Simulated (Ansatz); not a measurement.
# GeH₄Br (doublet): B2PLYP, RPA-PBE over a scan of the distance Br1–H2 along a hydrogen transfer, cc-pVDZ

Aim: run GeH₄Br (doublet) with these functionals over a scan of the distance Br1–H2 along a hydrogen transfer, and hold them against the top wave-function level at the same points.

The runs use Ansatz 0.2.0, Gaussian basis; cc-pVDZ, all electrons in the functionals, frozen cores in the correlation of double hybrids and RPA.

The runs, in order: B2PLYP, RPA-PBE, at 1.421 Å; 1.545 Å; 1.795 Å; 2.044 Å; 2.294 Å.

## (1) What is computed

The geometry derives from fragments relaxed apart (PBE0/def2-TZVP) and kept rigid, so it is no stationary point. A hydrogen atom is moved between rigid fragments. No spin-orbit coupling is included. The filled d shell of Br, Ge may be among the frozen orbitals whatever the setting's name suggests; the logs give the count.

6 atoms, charge 0, spin multiplicity 2.

Atoms are counted from 1 here; the program's logs count them from 0.

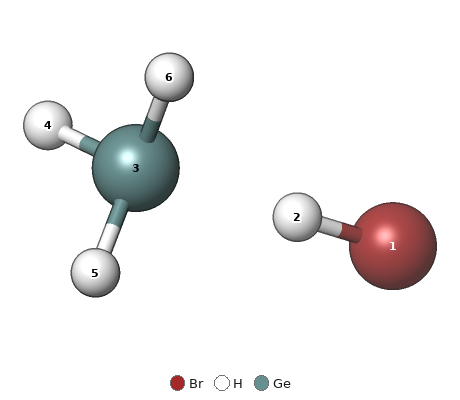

The geometry (bromine red, hydrogen white, germanium teal); atoms are numbered from 1 in the order of the file.

Coordinates:

```
Br   -1.8661    0.0000    0.0000
H    -0.4455    0.0000    0.0000
Ge    1.9579    0.0000    0.0000
H     2.4266   -1.4659    0.0000
H     2.4266    0.7330   -1.2695
H     2.4266    0.7330    1.2695
```

No dispersion term is added.

The geometry shown and the zero of energy belong to the point 1.421 Å. The yardstick, UCCSDT(Q), and other wave-function levels (R restricted, U unrestricted, valence and pair active spaces) come from earlier runs.

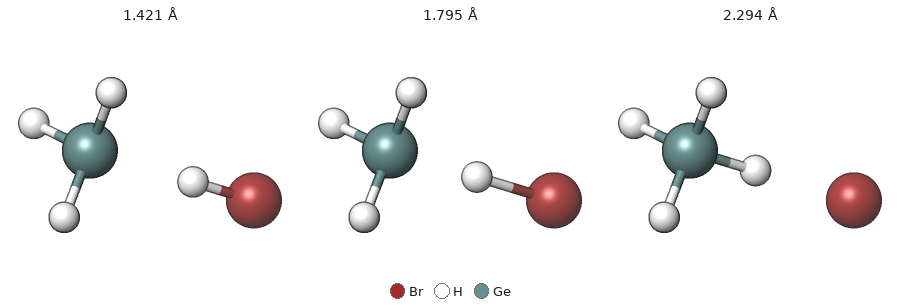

Three points of the scan; sticks are drawn by distance.

## (2) B2PLYP, 1.421 Å

Input file in.yaml:

```yaml
crystal:
  periodic: [false, false, false]
  atoms:
    - {symbol: Br, position_ang: [-1.866109, 0.000000, -0.000001]}
    - {symbol: H, position_ang: [-0.445509, 0.000000, 0.000000]}
    - {symbol: Ge, position_ang: [1.957891, 0.000000, 0.000001]}
    - {symbol: H, position_ang: [2.426559, -1.465915, 0.000001]}
    - {symbol: H, position_ang: [2.426560, 0.732957, -1.269519]}
    - {symbol: H, position_ang: [2.426559, 0.732957, 1.269520]}
basis:
  gaussian: {orbitals: cc-pVDZ}
magnetization: {spin_polarized: true, initial_magnetization: 1}
hamiltonian: {xc: {name: B2PLYP}}
correlation: {electrons: outside_noble_gas}
```

Launch:

```console
$ ansatz run in.yaml --threads 1 --pin off --events-out ev --progress --plain --max-ram 4096MiB --backend cpu
```

Output:

```text
Functional definition: B2PLYP
  name "B2PLYP"
  cite "Grimme, J. Chem. Phys. 124, 034108 (2006) doi:10.1063/1.2148954"
  cite "Becke, Phys. Rev. A 38, 3098 (1988) doi:10.1103/PhysRevA.38.3098"
  cite "Lee, Yang & Parr, Phys. Rev. B 37, 785 (1988) doi:10.1103/PhysRevB.37.785"
  parameter a = 0.53
  parameter c = 0.27
  exchange = (1 - a)*b88_x + a*exact_x
  correlation = (1 - c)*lyp_c + c*(mp2_os + mp2_ss)
816 factors; integrals over basis functions are off by at most 9.8e-4 eV
mean field evaluation 1: about -126600.7734 eV, gradient 6.5e0 eV
mean field evaluation 2: about -126600.7755 eV, gradient 6.5e0 eV
mean field evaluation 4: about -126601.1371 eV, gradient 7.2e-1 eV
mean field evaluation 8: about -126601.1434 eV, gradient 2.1e-2 eV
mean field evaluation 16: about -126601.1434 eV, gradient 6.3e-6 eV
mean field -126601.14343627 eV, -4652.5062079456 hartree, gradient 6.3e-6 eV, S^2 0.752900; 0 other end points of the search recorded, 0 dependent functions left out
28 core orbitals not correlated: weight in the atoms' cores, before any rotation towards them, 0.999 or more for the frozen orbitals, at most 0.001 for the correlated occupied ones
reference -126601.14359192 eV, -4652.5062136660 hartree; 8, 7 occupied and 38, 39 virtual orbitals, 816 factors
second order -7.39517234 eV of doubles, -0.00000000 eV of singles
Total energy: -126603.14028845 eV, -4652.5795909101 hartree
```

Run time: 3.5 s. Hardware: 1 thread of AMD EPYC 7R13, shared host; peak memory 0.27 GiB.

From the report: ⟨S²⟩ of the determinant 0.753 (pure doublet: 0.75).

## (3) B2PLYP, 1.545 Å

Input file in.yaml:

```yaml
crystal:
  periodic: [false, false, false]
  atoms:
    - {symbol: Br, position_ang: [-1.866910, 0.000000, -0.000001]}
    - {symbol: H, position_ang: [-0.321910, 0.000000, 0.000000]}
    - {symbol: Ge, position_ang: [1.957090, 0.000000, 0.000001]}
    - {symbol: H, position_ang: [2.425758, -1.465915, 0.000001]}
    - {symbol: H, position_ang: [2.425759, 0.732957, -1.269519]}
    - {symbol: H, position_ang: [2.425758, 0.732957, 1.269520]}
basis:
  gaussian: {orbitals: cc-pVDZ}
magnetization: {spin_polarized: true, initial_magnetization: 1}
hamiltonian: {xc: {name: B2PLYP}}
correlation: {electrons: outside_noble_gas}
```

The command is unchanged.

Output, shortened:

```text
Functional definition: B2PLYP
  name "B2PLYP"
  cite "Grimme, J. Chem. Phys. 124, 034108 (2006) doi:10.1063/1.2148954"
  cite "Becke, Phys. Rev. A 38, 3098 (1988) doi:10.1103/PhysRevA.38.3098"
  cite "Lee, Yang & Parr, Phys. Rev. B 37, 785 (1988) doi:10.1103/PhysRevB.37.785"
[...]
814 factors; integrals over basis functions are off by at most 1.4e-3 eV
[...]
mean field -126601.08637723 eV, -4652.5041110649 hartree, gradient 7.9e-6 eV, S^2 0.755598; 0 other end points of the search recorded, 0 dependent functions left out
28 core orbitals not correlated: weight in the atoms' cores, before any rotation towards them, 0.999 or more for the frozen orbitals, at most 0.001 for the correlated occupied ones
reference -126601.08653220 eV, -4652.5041167599 hartree; 8, 7 occupied and 38, 39 virtual orbitals, 814 factors
second order -7.47548535 eV of doubles, -0.00000000 eV of singles
Total energy: -126603.10491325 eV, -4652.5782908952 hartree
```

Wall time 3.4 s (1 thread of AMD EPYC 7R13, shared host); peak memory 0.27 GiB.

From the report: ⟨S²⟩ of the determinant 0.756 (pure doublet: 0.75).

From 1.421 Å: +0.035 eV.

## (4) B2PLYP, 1.795 Å

Input file in.yaml:

```yaml
crystal:
  periodic: [false, false, false]
  atoms:
    - {symbol: Br, position_ang: [-1.868520, 0.000000, -0.000001]}
    - {symbol: H, position_ang: [-0.073520, 0.000000, 0.000000]}
    - {symbol: Ge, position_ang: [1.955480, 0.000000, 0.000001]}
    - {symbol: H, position_ang: [2.424149, -1.465915, 0.000001]}
    - {symbol: H, position_ang: [2.424149, 0.732957, -1.269519]}
    - {symbol: H, position_ang: [2.424149, 0.732957, 1.269520]}
basis:
  gaussian: {orbitals: cc-pVDZ}
magnetization: {spin_polarized: true, initial_magnetization: 1}
hamiltonian: {xc: {name: B2PLYP}}
correlation: {electrons: outside_noble_gas}
```

The command is unchanged.

Output, shortened:

```text
Functional definition: B2PLYP
  name "B2PLYP"
  cite "Grimme, J. Chem. Phys. 124, 034108 (2006) doi:10.1063/1.2148954"
  cite "Becke, Phys. Rev. A 38, 3098 (1988) doi:10.1103/PhysRevA.38.3098"
  cite "Lee, Yang & Parr, Phys. Rev. B 37, 785 (1988) doi:10.1103/PhysRevB.37.785"
[...]
816 factors; integrals over basis functions are off by at most 1.2e-3 eV
[...]
mean field -126600.80645848 eV, -4652.4938242404 hartree, gradient 2.9e-6 eV, S^2 0.770250; 0 other end points of the search recorded, 0 dependent functions left out
28 core orbitals not correlated: weight in the atoms' cores, before any rotation towards them, 0.999 or more for the frozen orbitals, at most 0.001 for the correlated occupied ones
reference -126600.80661191 eV, -4652.4938298790 hartree; 8, 7 occupied and 38, 39 virtual orbitals, 816 factors
second order -7.49622821 eV of doubles, -0.00000000 eV of singles
Total energy: -126602.83059353 eV, -4652.5682098315 hartree
```

It took 3.6 s on 1 thread of AMD EPYC 7R13, shared host; peak memory 0.27 GiB.

From the report: ⟨S²⟩ of the determinant 0.770 (pure doublet: 0.75).

From 1.421 Å: +0.310 eV.

## (5) B2PLYP, 2.044 Å

Input file in.yaml:

```yaml
crystal:
  periodic: [false, false, false]
  atoms:
    - {symbol: Br, position_ang: [-1.870122, 0.000000, -0.000001]}
    - {symbol: H, position_ang: [0.173878, 0.000000, 0.000000]}
    - {symbol: Ge, position_ang: [1.953878, 0.000000, 0.000001]}
    - {symbol: H, position_ang: [2.422546, -1.465915, 0.000001]}
    - {symbol: H, position_ang: [2.422547, 0.732957, -1.269519]}
    - {symbol: H, position_ang: [2.422546, 0.732957, 1.269520]}
basis:
  gaussian: {orbitals: cc-pVDZ}
magnetization: {spin_polarized: true, initial_magnetization: 1}
hamiltonian: {xc: {name: B2PLYP}}
correlation: {electrons: outside_noble_gas}
```

Launched as before.

Output, shortened:

```text
Functional definition: B2PLYP
  name "B2PLYP"
  cite "Grimme, J. Chem. Phys. 124, 034108 (2006) doi:10.1063/1.2148954"
  cite "Becke, Phys. Rev. A 38, 3098 (1988) doi:10.1103/PhysRevA.38.3098"
  cite "Lee, Yang & Parr, Phys. Rev. B 37, 785 (1988) doi:10.1103/PhysRevB.37.785"
[...]
814 factors; integrals over basis functions are off by at most 1.2e-3 eV
[...]
mean field -126600.97698160 eV, -4652.5000908496 hartree, gradient 7.2e-6 eV, S^2 0.761653; 2 other end points of the search recorded, 0 dependent functions left out
28 core orbitals not correlated: weight in the atoms' cores, before any rotation towards them, 0.999 or more for the frozen orbitals, at most 0.001 for the correlated occupied ones
reference -126600.97713557 eV, -4652.5000965080 hartree; 8, 7 occupied and 38, 39 virtual orbitals, 814 factors
second order -7.28938563 eV of doubles, -0.00000000 eV of singles
Total energy: -126602.94526969 eV, -4652.5724241028 hartree
```

It took 4.6 s on 1 thread of AMD EPYC 7R13, shared host; peak memory 0.28 GiB.

From the report: ⟨S²⟩ of the determinant 0.762 (pure doublet: 0.75).

From 1.421 Å: +0.195 eV.

## (6) B2PLYP, 2.294 Å

Input file in.yaml:

```yaml
crystal:
  periodic: [false, false, false]
  atoms:
    - {symbol: Br, position_ang: [-1.871732, 0.000000, -0.000001]}
    - {symbol: H, position_ang: [0.422268, 0.000000, 0.000000]}
    - {symbol: Ge, position_ang: [1.952268, 0.000000, 0.000001]}
    - {symbol: H, position_ang: [2.420936, -1.465915, 0.000001]}
    - {symbol: H, position_ang: [2.420937, 0.732957, -1.269519]}
    - {symbol: H, position_ang: [2.420936, 0.732957, 1.269520]}
basis:
  gaussian: {orbitals: cc-pVDZ}
magnetization: {spin_polarized: true, initial_magnetization: 1}
hamiltonian: {xc: {name: B2PLYP}}
correlation: {electrons: outside_noble_gas}
```

The command is unchanged.

Output, shortened:

```text
Functional definition: B2PLYP
  name "B2PLYP"
  cite "Grimme, J. Chem. Phys. 124, 034108 (2006) doi:10.1063/1.2148954"
  cite "Becke, Phys. Rev. A 38, 3098 (1988) doi:10.1103/PhysRevA.38.3098"
  cite "Lee, Yang & Parr, Phys. Rev. B 37, 785 (1988) doi:10.1103/PhysRevB.37.785"
[...]
812 factors; integrals over basis functions are off by at most 1.1e-3 eV
[...]
mean field -126601.18015666 eV, -4652.5075573951 hartree, gradient 3.8e-6 eV, S^2 0.754122; 2 other end points of the search recorded, 0 dependent functions left out
28 core orbitals not correlated: weight in the atoms' cores, before any rotation towards them, 0.999 or more for the frozen orbitals, at most 0.001 for the correlated occupied ones
reference -126601.18031196 eV, -4652.5075631024 hartree; 8, 7 occupied and 38, 39 virtual orbitals, 812 factors
second order -7.07177134 eV of doubles, -0.00000000 eV of singles
Total energy: -126603.08969022 eV, -4652.5777314593 hartree
```

It took 4.9 s on 1 thread of AMD EPYC 7R13, shared host; peak memory 0.28 GiB.

From the report: ⟨S²⟩ of the determinant 0.754 (pure doublet: 0.75).

From 1.421 Å: +0.051 eV.

## (7) RPA-PBE, 1.421 Å

Input file in.yaml:

```yaml
crystal:
  periodic: [false, false, false]
  atoms:
    - {symbol: Br, position_ang: [-1.866109, 0.000000, -0.000001]}
    - {symbol: H, position_ang: [-0.445509, 0.000000, 0.000000]}
    - {symbol: Ge, position_ang: [1.957891, 0.000000, 0.000001]}
    - {symbol: H, position_ang: [2.426559, -1.465915, 0.000001]}
    - {symbol: H, position_ang: [2.426560, 0.732957, -1.269519]}
    - {symbol: H, position_ang: [2.426559, 0.732957, 1.269520]}
basis:
  gaussian: {orbitals: cc-pVDZ}
magnetization: {spin_polarized: true, initial_magnetization: 1}
hamiltonian: {xc: {name: PBE}}
correlation: {method: rpa, electrons: outside_noble_gas}
```

Launched as before.

Output, shortened:

```text
Functional definition: PBE
  name "PBE"
  cite "Perdew, Burke & Ernzerhof, Phys. Rev. Lett. 77, 3865 (1996) doi:10.1103/PhysRevLett.77.3865"
  parent pbe
[...]
816 factors; integrals over basis functions are off by at most 9.8e-4 eV
[...]
mean field -126607.19415694 eV, -4652.7285678290 hartree, gradient 2.2e-6 eV, S^2 0.751396; 0 other end points of the search recorded, 0 dependent functions left out
28 core orbitals not correlated: weight in the atoms' cores, before any rotation towards them, 0.998 or more for the frozen orbitals, at most 0.001 for the correlated occupied ones
reference -126532.04176618 eV, -4649.9667684086 hartree; 8, 7 occupied and 38, 39 virtual orbitals, 816 factors
Total energy: -126543.48682319 eV, -4650.3873664962 hartree
```

It took 2.6 s on 1 thread of AMD EPYC 7R13, shared host; peak memory 0.27 GiB.

From the report: ⟨S²⟩ of the determinant 0.751 (pure doublet: 0.75).

## (8) RPA-PBE, 1.545 Å

Input file in.yaml:

```yaml
crystal:
  periodic: [false, false, false]
  atoms:
    - {symbol: Br, position_ang: [-1.866910, 0.000000, -0.000001]}
    - {symbol: H, position_ang: [-0.321910, 0.000000, 0.000000]}
    - {symbol: Ge, position_ang: [1.957090, 0.000000, 0.000001]}
    - {symbol: H, position_ang: [2.425758, -1.465915, 0.000001]}
    - {symbol: H, position_ang: [2.425759, 0.732957, -1.269519]}
    - {symbol: H, position_ang: [2.425758, 0.732957, 1.269520]}
basis:
  gaussian: {orbitals: cc-pVDZ}
magnetization: {spin_polarized: true, initial_magnetization: 1}
hamiltonian: {xc: {name: PBE}}
correlation: {method: rpa, electrons: outside_noble_gas}
```

Launched as before.

Output, shortened:

```text
Functional definition: PBE
  name "PBE"
  cite "Perdew, Burke & Ernzerhof, Phys. Rev. Lett. 77, 3865 (1996) doi:10.1103/PhysRevLett.77.3865"
  parent pbe
[...]
814 factors; integrals over basis functions are off by at most 1.4e-3 eV
[...]
mean field -126607.23508898 eV, -4652.7300720537 hartree, gradient 9.5e-6 eV, S^2 0.751499; 3 other end points of the search recorded, 0 dependent functions left out
28 core orbitals not correlated: weight in the atoms' cores, before any rotation towards them, 0.999 or more for the frozen orbitals, at most 0.001 for the correlated occupied ones
reference -126531.87514573 eV, -4649.9606452201 hartree; 8, 7 occupied and 38, 39 virtual orbitals, 814 factors
Total energy: -126543.43684179 eV, -4650.3855297136 hartree
```

It took 4.6 s on 1 thread of AMD EPYC 7R13, shared host; peak memory 0.27 GiB.

From the report: ⟨S²⟩ of the determinant 0.751 (pure doublet: 0.75).

From 1.421 Å: +0.050 eV.

## (9) RPA-PBE, 1.795 Å

Input file in.yaml:

```yaml
crystal:
  periodic: [false, false, false]
  atoms:
    - {symbol: Br, position_ang: [-1.868520, 0.000000, -0.000001]}
    - {symbol: H, position_ang: [-0.073520, 0.000000, 0.000000]}
    - {symbol: Ge, position_ang: [1.955480, 0.000000, 0.000001]}
    - {symbol: H, position_ang: [2.424149, -1.465915, 0.000001]}
    - {symbol: H, position_ang: [2.424149, 0.732957, -1.269519]}
    - {symbol: H, position_ang: [2.424149, 0.732957, 1.269520]}
basis:
  gaussian: {orbitals: cc-pVDZ}
magnetization: {spin_polarized: true, initial_magnetization: 1}
hamiltonian: {xc: {name: PBE}}
correlation: {method: rpa, electrons: outside_noble_gas}
```

The command is unchanged.

Output, shortened:

```text
Functional definition: PBE
  name "PBE"
  cite "Perdew, Burke & Ernzerhof, Phys. Rev. Lett. 77, 3865 (1996) doi:10.1103/PhysRevLett.77.3865"
  parent pbe
[...]
816 factors; integrals over basis functions are off by at most 1.2e-3 eV
[...]
mean field -126607.05752240 eV, -4652.7235466024 hartree, gradient 1.4e-6 eV, S^2 0.752255; 5 other end points of the search recorded, 0 dependent functions left out
28 core orbitals not correlated: weight in the atoms' cores, before any rotation towards them, 0.999 or more for the frozen orbitals, at most 0.001 for the correlated occupied ones
reference -126531.42147124 eV, -4649.9439729902 hartree; 8, 7 occupied and 38, 39 virtual orbitals, 816 factors
Total energy: -126543.17333608 eV, -4650.3758460575 hartree
```

Wall time 6.5 s (1 thread of AMD EPYC 7R13, shared host); peak memory 0.27 GiB.

From the report: ⟨S²⟩ of the determinant 0.752 (pure doublet: 0.75).

From 1.421 Å: +0.313 eV.

## (10) RPA-PBE, 2.044 Å

Input file in.yaml:

```yaml
crystal:
  periodic: [false, false, false]
  atoms:
    - {symbol: Br, position_ang: [-1.870122, 0.000000, -0.000001]}
    - {symbol: H, position_ang: [0.173878, 0.000000, 0.000000]}
    - {symbol: Ge, position_ang: [1.953878, 0.000000, 0.000001]}
    - {symbol: H, position_ang: [2.422546, -1.465915, 0.000001]}
    - {symbol: H, position_ang: [2.422547, 0.732957, -1.269519]}
    - {symbol: H, position_ang: [2.422546, 0.732957, 1.269520]}
basis:
  gaussian: {orbitals: cc-pVDZ}
magnetization: {spin_polarized: true, initial_magnetization: 1}
hamiltonian: {xc: {name: PBE}}
correlation: {method: rpa, electrons: outside_noble_gas}
```

Launched as before.

Output, shortened:

```text
Functional definition: PBE
  name "PBE"
  cite "Perdew, Burke & Ernzerhof, Phys. Rev. Lett. 77, 3865 (1996) doi:10.1103/PhysRevLett.77.3865"
  parent pbe
[...]
814 factors; integrals over basis functions are off by at most 1.2e-3 eV
[...]
mean field -126607.07801026 eV, -4652.7242995175 hartree, gradient 1.6e-6 eV, S^2 0.751706; 7 other end points of the search recorded, 0 dependent functions left out
28 core orbitals not correlated: weight in the atoms' cores, before any rotation towards them, 0.999 or more for the frozen orbitals, at most 0.001 for the correlated occupied ones
reference -126531.63080902 eV, -4649.9516660116 hartree; 8, 7 occupied and 38, 39 virtual orbitals, 814 factors
Total energy: -126543.34955180 eV, -4650.3823218656 hartree
```

Wall time 8 s (1 thread of AMD EPYC 7R13, shared host); peak memory 0.27 GiB.

From the report: ⟨S²⟩ of the determinant 0.752 (pure doublet: 0.75).

From 1.421 Å: +0.137 eV.

## (11) RPA-PBE, 2.294 Å

Input file in.yaml:

```yaml
crystal:
  periodic: [false, false, false]
  atoms:
    - {symbol: Br, position_ang: [-1.871732, 0.000000, -0.000001]}
    - {symbol: H, position_ang: [0.422268, 0.000000, 0.000000]}
    - {symbol: Ge, position_ang: [1.952268, 0.000000, 0.000001]}
    - {symbol: H, position_ang: [2.420936, -1.465915, 0.000001]}
    - {symbol: H, position_ang: [2.420937, 0.732957, -1.269519]}
    - {symbol: H, position_ang: [2.420936, 0.732957, 1.269520]}
basis:
  gaussian: {orbitals: cc-pVDZ}
magnetization: {spin_polarized: true, initial_magnetization: 1}
hamiltonian: {xc: {name: PBE}}
correlation: {method: rpa, electrons: outside_noble_gas}
```

Launched as before.

Output, shortened:

```text
Functional definition: PBE
  name "PBE"
  cite "Perdew, Burke & Ernzerhof, Phys. Rev. Lett. 77, 3865 (1996) doi:10.1103/PhysRevLett.77.3865"
  parent pbe
[...]
812 factors; integrals over basis functions are off by at most 1.1e-3 eV
[...]
mean field -126607.05421937 eV, -4652.7234252181 hartree, gradient 8.5e-6 eV, S^2 0.751059; 7 other end points of the search recorded, 0 dependent functions left out
28 core orbitals not correlated: weight in the atoms' cores, before any rotation towards them, 0.998 or more for the frozen orbitals, at most 0.001 for the correlated occupied ones
reference -126531.98269630 eV, -4649.9645976307 hartree; 8, 7 occupied and 38, 39 virtual orbitals, 812 factors
Total energy: -126543.56104101 eV, -4650.3900939508 hartree
```

Run time: 8 s. Hardware: 1 thread of AMD EPYC 7R13, shared host; peak memory 0.27 GiB.

From the report: ⟨S²⟩ of the determinant 0.751 (pure doublet: 0.75).

From 1.421 Å: -0.074 eV.

## (12) Against the wave-function levels

The yardstick is UCCSDT(Q), where the cluster series has nearly closed. It comes from earlier runs at the same points. Energies in eV, counted from 1.421 Å; blanks weren't run or aren't comparable.

```tsv
level	1.421 Å	1.545 Å	1.795 Å	2.044 Å	2.294 Å
UCCSDT(Q)	0.000	0.071	0.401	0.254	0.039
B2PLYP	0.000	0.035	0.310	0.195	0.051
RPA-PBE	0.000	0.050	0.313	0.137	-0.074
```

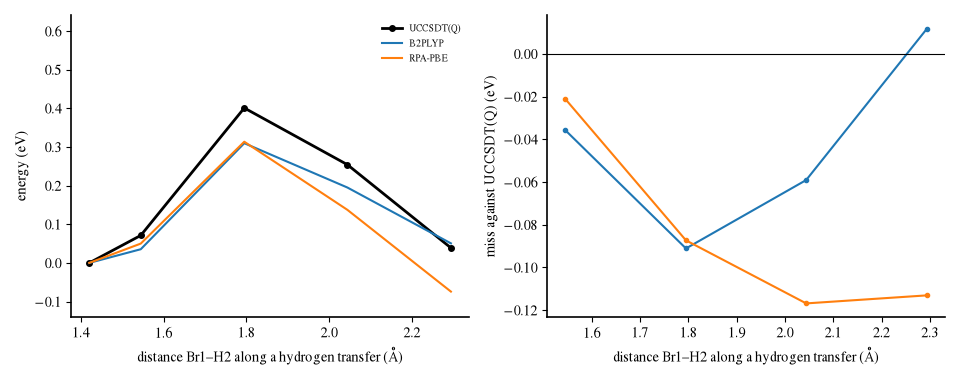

Left: the curves (the axis may cut off levels that run far away). Right: misses against UCCSDT(Q), in the same colours.

Largest miss and mean time a point (UCCSDT(Q) took 14 s a point; shared hosts):

```tsv
level	largest miss (eV)	where	time a point
B2PLYP	-0.091	1.795 Å	4 s
RPA-PBE	-0.117	2.044 Å	5.9 s
```

## (13) What came out

```
                   quantity                value
span of the UCCSDT(Q) curve             0.401 eV
       largest miss, B2PLYP  -0.091 eV (1.795 Å)
      largest miss, RPA-PBE  -0.117 eV (2.044 Å)
```

Of the functionals, B2PLYP keep the smallest largest miss at the points compared (at most 0.091 eV) and RPA-PBE strays most (0.117 eV, at 2.044 Å). Functionals and the yardstick converge differently with the basis, so part of each miss in cc-pVDZ is the basis.
